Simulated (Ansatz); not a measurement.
# LiBr (SMILES [Li][Br]), step by step

Aim: a series of 66 runs (HF/STO-3G, UHF/STO-3G, HF/3-21G, UHF/3-21G, HF/6-31G*, UHF/6-31G*, B3LYP/6-31G*, UB3LYP/6-31G*, and more) of BrLi. 

The calculation is run with Ansatz 0.2.0.

### Step 1. The molecule

The species is LiBr (2 atoms), meant as a singlet with charge 0. As SMILES, `[Li][Br]`. Geometry: relaxed at PBE0-D4/def2-TZVP. The run starts from this shape.

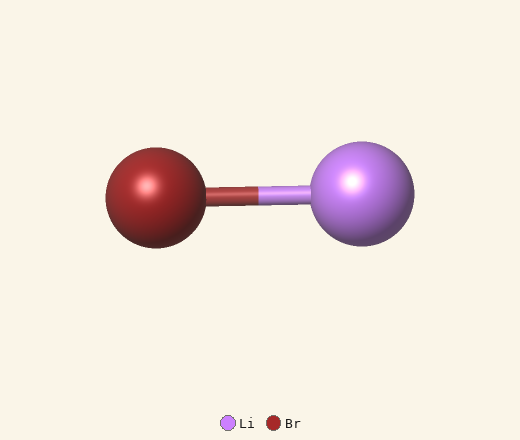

Viewed from a chosen angle; lithium purple, bromine red.

### Step 2. A geometry optimisation at HF/STO-3G (run 1)

Input file input.yaml:

```yaml
crystal:
  periodic: [false, false, false]
  atoms:
    - symbol: Li
      position_ang: [-0.910300, 0.277700, -0.476100]
    - symbol: Br
      position_ang: [0.939700, -0.337900, 0.480100]
basis:
  gaussian:
    orbitals: STO-3G
hamiltonian:
  xc: hf
relax:
  f_tol: 0.002
output: {orbitals: {seedname: orbitals}}
```

Launch:

```bash
$ ansatz run input.yaml --threads 1 --pin off --max-ram 3480MiB --events-out events.jsonl --progress --plain --runs-dir runs
```

Log:

```text
Warning: RAYON_NUM_THREADS=1 ignored (pool sized by the plan → 1); use --threads N
The last accepted step is kept in runs//last_step.txt (removed where the run ends without a failure and the disk answers)
[... 48 lines left out ...]
Total energy: -69445.82019613 eV, -2552.0868201400 hartree
[... 2 lines left out ...]
Dipole moment:    -0.744946     0.247886    -0.385036 e Å
```

It took 0.79 s on 1 thread of Arm Neoverse V2, shared host.

Steps, from the record of the run:

| step | energy from the first frame kept (eV) | largest force (eV/Å) |
| --- | --- | --- |
| 1 | 0.0000 | 1.4016 |
| 2 | -0.0931 | 0.2145 |
| 3 | -0.0946 | 0.0059 |
| 4 | -0.0946 | 0.0000 |

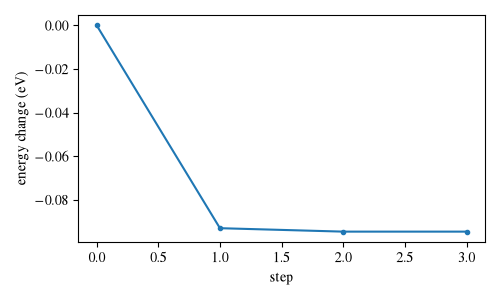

Energy along the run.

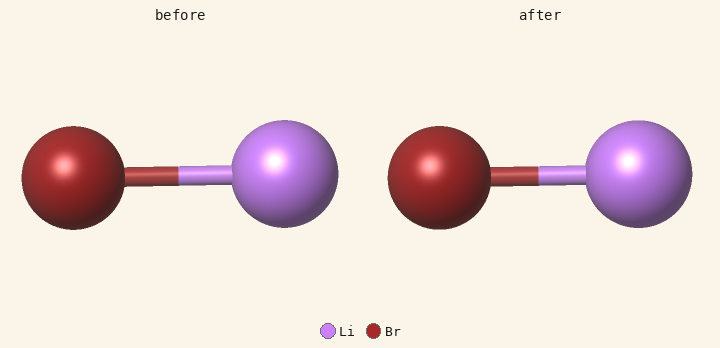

Before and after, at one scale.

After the run. Bond lengths: Li1–Br2 2.046 Å.

### Step 3. The harmonic vibrations at HF/STO-3G (run 2)

Input file in.yaml:

```yaml
crystal:
  periodic: [false, false, false]
  atoms:
    - {symbol: Li, position_ang: [-0.856984, 0.259959, -0.448543]}
    - {symbol: Br, position_ang: [0.886384, -0.320159, 0.452543]}
basis:
  gaussian:
    orbitals: STO-3G
hamiltonian:
  xc: hf
phonons:
  temperatures: {t_min: 298.15, t_max: 298.15, t_step: 1}
```

Launch:

```bash
$ ansatz run in.yaml --threads 1 --pin off --max-ram 3480MiB --events-out events.jsonl --progress --plain --runs-dir runs
```

Log:

```text
Warning: RAYON_NUM_THREADS=1 ignored (pool sized by the plan → 1); use --threads N
[... 104 lines left out ...]
Total energy: -69445.82020354 eV, -2552.0868204126 hartree
[... 2 lines left out ...]
Dipole moment:    -0.744946     0.247886    -0.385037 e Å
Vibrations: 773.69 cm⁻¹, zero-point energy 0.047962 eV
```

It took 1.6 s on 1 thread of Arm Neoverse V2, shared host.

Runs 3 to 12 aren't shown in full; the table further down has their settings and results.

### Step 4. A geometry optimisation at B3LYP/6-31G(d) (Cartesian functions) (run 13)

Edit input.yaml of step 2 so:

```diff
@@ -9,5 +9,5 @@
   gaussian:
-    orbitals: STO-3G
+    orbitals: "6-31G*"
 hamiltonian:
-  xc: hf
+  xc: {name: B3LYP}
 relax:
```

Launch:

```bash
$ ansatz run input.yaml --threads 1 --pin off --max-ram 3480MiB --events-out events.jsonl --progress --plain --runs-dir runs
```

Log, cut to the lines that bear on the results:

```text
Warning: RAYON_NUM_THREADS=1 ignored (pool sized by the plan → 1); use --threads N
[... 1 set-up line as earlier in the session ...]
[... 34 lines left out ...]
Total energy: -70245.79582151 eV, -2581.4853821301 hartree
[... 2 lines left out ...]
Dipole moment:    -1.260381     0.419400    -0.651447 e Å
```

It took 4.5 s on 1 thread of Arm Neoverse V2, shared host; peak memory 0.094 GiB.

Steps, from the record of the run:

| step | energy from the first frame kept (eV) | largest force (eV/Å) |
| --- | --- | --- |
| 1 | 0.0000 | 0.2186 |
| 2 | -0.0029 | 0.0510 |
| 3 | -0.0031 | 0.0002 |

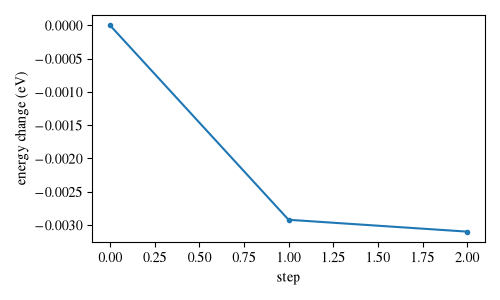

Energy along the run.

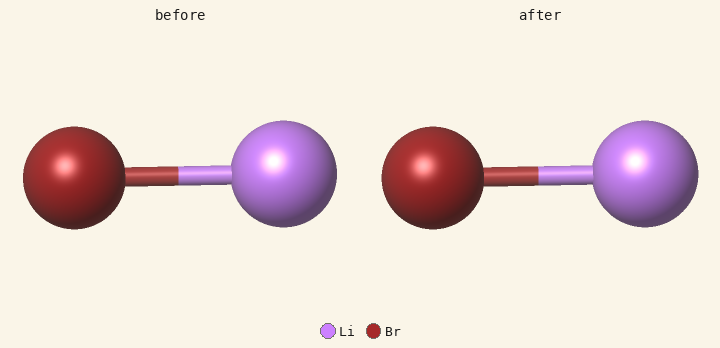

Before and after, at one scale.

After the run. Bond lengths: Li1–Br2 2.200 Å.

Runs 14 to 65 aren't shown in full; the table further down has their settings and results.

### Step 5. The doublet cation: a structure relaxation at UPBE-D3(BJ)/def2-TZVP (run 66)

Input file in.yaml:

```yaml
basis:
  gaussian:
    orbitals: def2-TZVP
crystal:
  periodic: [false, false, false]
  atoms:
    - symbol: Li
      position_ang: [-0.913269, 0.278688, -0.477635]
    - symbol: Br
      position_ang: [0.942669, -0.338888, 0.481635]
total_charge: 1
magnetization:
  spin_polarized: true
  initial_magnetization: 1
hamiltonian:
  xc: pbe
  dispersion: d3bj
relax: {}
```

Launch:

```bash
$ ansatz run in.yaml --threads 1 --pin off --max-ram 3480MiB --events-out events.jsonl --progress --plain --runs-dir runs
```

Log:

```text
Warning: RAYON_NUM_THREADS=1 ignored (pool sized by the plan → 1); use --threads N
[... 7 lines left out ...]
505 factors; their error is unknown
[... 11 lines left out ...]
505 factors; their error is unknown
[... 5 lines left out ...]
505 factors; their error is unknown
[... 6 lines left out ...]
505 factors; their error is unknown
[... 5 lines left out ...]
505 factors; their error is unknown
[... 4 lines left out ...]
505 factors; their error is unknown
[... 5 lines left out ...]
Total energy: -70232.61399116 eV, -2581.0009587996 hartree
[... 2 lines left out ...]
Dipole moment:    -1.591598     0.529615    -0.822642 e Å
```

Run time: 13 s. Hardware: 1 thread of Arm Neoverse V2, shared host; peak memory 0.12 GiB.

Step by step:

| step | energy from the first frame kept (eV) | largest force (eV/Å) |
| --- | --- | --- |
| 1 | 0.0000 | 1.5877 |
| 2 | -0.1691 | 0.5809 |
| 3 | -0.2127 | 0.1130 |
| 4 | -0.2152 | 0.0218 |
| 5 | -0.2153 | 0.0021 |

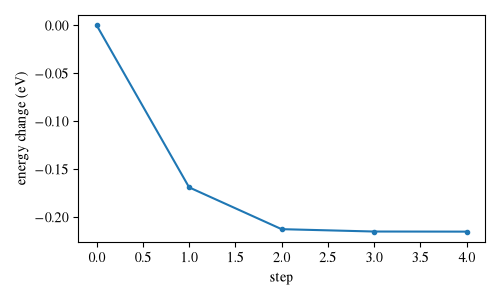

Energy along the run.

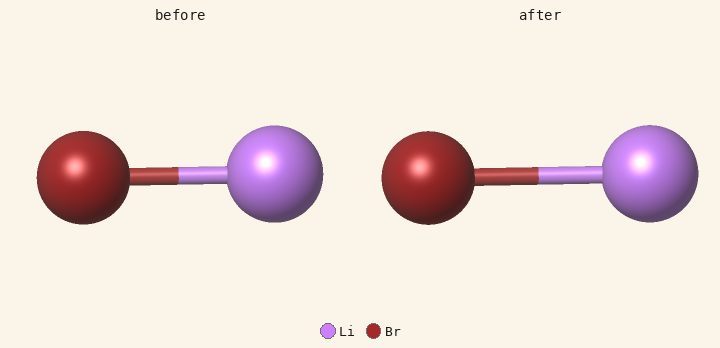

Before and after, at one scale.

After the run. Bond lengths: Li1–Br2 2.524 Å.

### Step 6. All runs side by side

| run | level | task | walk f tol | partner | energy (Eh) | dipole moment (D) | wall time |
| --- | --- | --- | --- | --- | --- | --- | --- |
| 1 | HF/STO-3G | optimise | 0.002 | base | -2552.086820 | 4.20 | 0.79 s |
| 2 | HF/STO-3G | frequencies | – | base | -2552.086820 | 4.20 | 1.6 s |
| 3 | UHF/STO-3G | energy | – | cation | -2551.832244 | – | 0.16 s |
| 4 | UHF/STO-3G | optimise | – | cation | -2551.847800 | – | 0.81 s |
| 5 | HF/3-21G | optimise | 0.002 | base | -2567.538319 | 7.61 | 0.64 s |
| 6 | HF/3-21G | frequencies | – | base | -2567.538319 | 7.61 | 1.6 s |
| 7 | UHF/3-21G | energy | – | cation | -2567.239125 | – | 0.32 s |
| 8 | UHF/3-21G | optimise | – | cation | -2567.249949 | – | 1.3 s |
| 9 | HF/6-31G* (Cartesian functions) | optimise | 0.002 | base | -2579.638764 | 7.73 | 2.1 s |
| 10 | HF/6-31G* (Cartesian functions) | frequencies | – | base | -2579.638764 | 7.73 | 6 s |
| 11 | UHF/6-31G* (Cartesian functions) | energy | – | cation | -2579.333090 | – | 0.76 s |
| 12 | UHF/6-31G* (Cartesian functions) | optimise | – | cation | -2579.341939 | – | 4.2 s |
| 13 | B3LYP/6-31G* (Cartesian functions) | optimise | 0.002 | base | -2581.485382 | 7.11 | 4.5 s |
| 14 | B3LYP/6-31G* (Cartesian functions) | frequencies | – | base | -2581.485382 | 7.11 | 10 s |
| 15 | UB3LYP/6-31G* (Cartesian functions) | energy | – | cation | -2581.137884 | – | 1.8 s |
| 16 | UB3LYP/6-31G* (Cartesian functions) | optimise | – | cation | -2581.146511 | – | 9.6 s |
| 17 | PBE/def2-SVP | optimise | 0.002 | base | -2581.018463 | 6.64 | 2.2 s |
| 18 | PBE/def2-SVP | frequencies | – | base | -2581.018463 | 6.64 | 4.8 s |
| 19 | UPBE/def2-SVP | energy | – | cation | -2580.674196 | – | 3.3 s |
| 20 | UPBE/def2-SVP | optimise | – | cation | -2580.683519 | – | 9 s |
| 21 | MP2/6-31G* (Cartesian functions) | optimise | 0.002 | base | -2579.909237 | 7.41 | 3 s |
| 22 | MP2/6-31G* (Cartesian functions) | frequencies | – | base | -2579.909237 | 7.41 | 9 s |
| 23 | UMP2/6-31G* (Cartesian functions) | energy | – | cation | -2579.574878 | – | 1.4 s |
| 24 | UMP2/6-31G* (Cartesian functions) | optimise | – | cation | -2579.583537 | – | 6.6 s |
| 25 | HF/cc-pVTZ | optimise | 0.002 | base | -2579.999053 | 7.51 | 1.9 s |
| 26 | HF/cc-pVTZ | frequencies | – | base | -2579.999053 | 7.51 | 6.3 s |
| 27 | UHF/cc-pVTZ | energy | – | cation | -2579.693834 | – | 2 s |
| 28 | UHF/cc-pVTZ | optimise | – | cation | -2579.702134 | – | 6.9 s |
| 29 | r2SCAN/def2-TZVP | optimise | 0.002 | base | -2581.732641 | 7.29 | 6.3 s |
| 30 | r2SCAN/def2-TZVP | frequencies | – | base | -2581.732641 | 7.29 | 13 s |
| 31 | U-r2SCAN/def2-TZVP | energy | – | cation | -2581.385327 | – | 9.6 s |
| 32 | U-r2SCAN/def2-TZVP | optimise | – | cation | -2581.393606 | – | 34 s |
| 33 | PBE0/aug-cc-pVTZ | optimise | 0.002 | base | -2581.483007 | 7.14 | 9.6 s |
| 34 | PBE0/aug-cc-pVTZ | frequencies | – | base | -2581.483007 | 7.14 | 21 s |
| 35 | UPBE0/aug-cc-pVTZ | energy | – | cation | -2581.136257 | – | 3.6 s |
| 36 | UPBE0/aug-cc-pVTZ | optimise | – | cation | -2581.144196 | – | 25 s |
| 37 | B3LYP-D4/def2-TZVP | optimise | 0.002 | base | -2581.791004 | 7.10 | 4.5 s |
| 38 | B3LYP-D4/def2-TZVP | frequencies | – | base | -2581.791004 | 7.10 | 9 s |
| 39 | UB3LYP-D4/def2-TZVP | energy | – | cation | -2581.441912 | – | 1.8 s |
| 40 | UB3LYP-D4/def2-TZVP | optimise | – | cation | -2581.449956 | – | 11 s |
| 41 | BLYP/cc-pVTZ | optimise | 0.002 | base | -2581.822484 | 6.87 | 5.1 s |
| 42 | BLYP/cc-pVTZ | frequencies | – | base | -2581.822484 | 6.87 | 9.6 s |
| 43 | UBLYP/cc-pVTZ | energy | – | cation | -2581.479338 | – | 6.3 s |
| 44 | UBLYP/cc-pVTZ | optimise | – | cation | -2581.487403 | – | 22 s |
| 45 | wB97X-V/def2-TZVP | optimise | 0.002 | base | -2581.511357 | 7.30 | 12 s |
| 46 | wB97X-V/def2-TZVP | frequencies | – | base | -2581.511357 | 7.30 | 26 s |
| 47 | U-wB97X-V/def2-TZVP | energy | – | cation | -2581.165473 | – | 7.8 s |
| 48 | U-wB97X-V/def2-TZVP | optimise | – | cation | -2581.173569 | – | 39 s |
| 49 | CCSD(T)/cc-pVTZ | optimise | 0.002 | base | -2580.267322 | 7.21 | 76 s |
| 50 | CCSD(T)/cc-pVTZ | frequencies | – | base | -2580.267322 | 7.21 | 3.9 min |
| 51 | B2PLYP/cc-pVTZ | optimise | 0.002 | base | -2581.393202 | 7.09 | 14 s |
| 52 | B2PLYP/cc-pVTZ | frequencies | – | base | -2581.393202 | 7.09 | 44 s |
| 53 | UB2PLYP/cc-pVTZ | energy | – | cation | -2581.047781 | – | 3.9 s |
| 54 | UB2PLYP/cc-pVTZ | optimise | – | cation | -2581.055792 | – | 38 s |
| 55 | CCSD/cc-pVDZ | optimise | 0.002 | base | -2580.065203 | 7.25 | 9.6 s |
| 56 | CCSD/cc-pVDZ | frequencies | – | base | -2580.065203 | 7.25 | 30 s |
| 57 | UCCSD/cc-pVDZ | energy | – | cation | -2579.734673 | – | 2.1 s |
| 58 | UCCSD/cc-pVDZ | optimise | – | cation | -2579.744472 | – | 27 s |
| 59 | MP2/cc-pVTZ | optimise | 0.002 | base | -2580.246508 | 7.24 | 4.2 s |
| 60 | MP2/cc-pVTZ | frequencies | – | base | -2580.246508 | 7.24 | 12 s |
| 61 | UMP2/cc-pVTZ | energy | – | cation | -2579.902024 | – | 2.4 s |
| 62 | UMP2/cc-pVTZ | optimise | – | cation | -2579.910077 | – | 12 s |
| 63 | PBE-D3(BJ)/def2-TZVP | optimise | 0.002 | base | -2581.339840 | 6.97 | 3 s |
| 64 | PBE-D3(BJ)/def2-TZVP | frequencies | – | base | -2581.339840 | 6.97 | 6.9 s |
| 65 | UPBE-D3(BJ)/def2-TZVP | energy | – | cation | -2580.993047 | – | 3.6 s |
| 66 | UPBE-D3(BJ)/def2-TZVP | optimise | – | cation | -2581.000959 | – | 13 s |

### Step 7. Summary of results

```
                                                                             quantity           value
                                      doublet cation, run 66: total energy at the end  -2581.00096 Eh
                                                  doublet cation, run 66: bond length         2.524 Å
                                            doublet cation, run 66: dispersion energy    -2.01 kJ/mol
                                                         doublet cation, run 66: ⟨S²⟩           0.752
                        vertical ionisation energy (to the doublet cation), HF/STO-3G        6.927 eV
                     vertical ionisation energy (to the doublet cation), B3LYP/6-31G*        9.456 eV
                       vertical ionisation energy (to the doublet cation), MP2/6-31G*        9.098 eV
                 vertical ionisation energy (to the doublet cation), PBE0/aug-cc-pVTZ        9.436 eV
                      vertical ionisation energy (to the doublet cation), MP2/cc-pVTZ        9.374 eV
adiabatic ionisation energy (to the doublet cation, no zero-point term), B3LYP/6-31G*        9.221 eV
  adiabatic ionisation energy (to the doublet cation, no zero-point term), HF/cc-pVTZ        8.080 eV
adiabatic ionisation energy (to the doublet cation, no zero-point term), BLYP/cc-pVTZ        9.118 eV
```

In words: At HF/STO-3G: removing an electron at fixed nuclei costs 6.93 eV (668 kJ/mol). In a minimal basis such a difference can be off by several eV, whatever the method. At B3LYP/6-31G*: the vertical ionisation energy comes to 9.46 eV (218 kcal/mol). At MP2/6-31G*: removing an electron at fixed nuclei costs 9.10 eV (210 kcal/mol). At PBE0/aug-cc-pVTZ: removing an electron at fixed nuclei costs 9.44 eV (910 kJ/mol). At MP2/cc-pVTZ: the vertical ionisation energy comes to 9.37 eV (904 kJ/mol). Totals of different functionals can't be ranked against each other. In runs 1, 2, 3, 4 the basis is minimal, so the values are rough. All runs together took 15 min, the longest 3.9 min.
